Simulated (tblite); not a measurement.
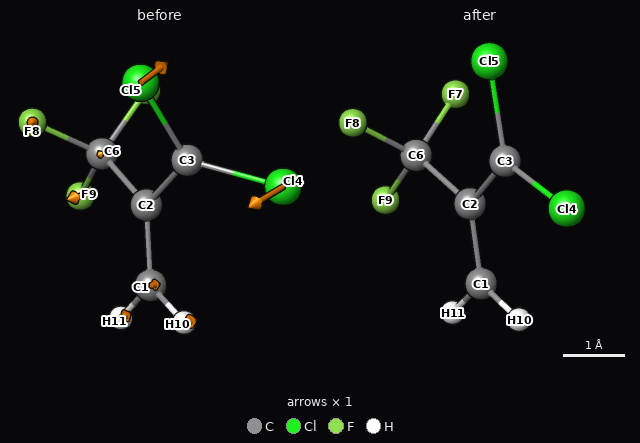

The structure of C4H2Cl2F3 (multiplicity 2) before (left) and after (right) a relaxation, at one scale. The orange arrows give the displacements, at their true length.

Style: ball-and-stick. Shown from a free direction.

Theory: GFN2-xTB geometry optimisation, gas phase in tblite. 

Question: Summarise the run.

Answer: The atom that moves furthest after the best rigid fit is Cl4 (0.95 Å). Largest moves by element: Cl 0.95 Å, H 0.34 Å, F 0.32 Å, C 0.22 Å. Near-neighbour distances that change, for instance: C2–C3 1.440 → 1.402 Å, C6–F9 1.366 → 1.336 Å, C3–Cl4 1.726 → 1.699 Å, C1–H10 1.099 → 1.073 Å. Among the angles between lasting bonds that change: C1–C2–C6 121.9° → 118.8°, H10–C1–H11 116.0° → 118.2°. Groups turn about C2–C3 by about 45°. The energy falls by 7.70 kcal/mol in 57 geometry steps.
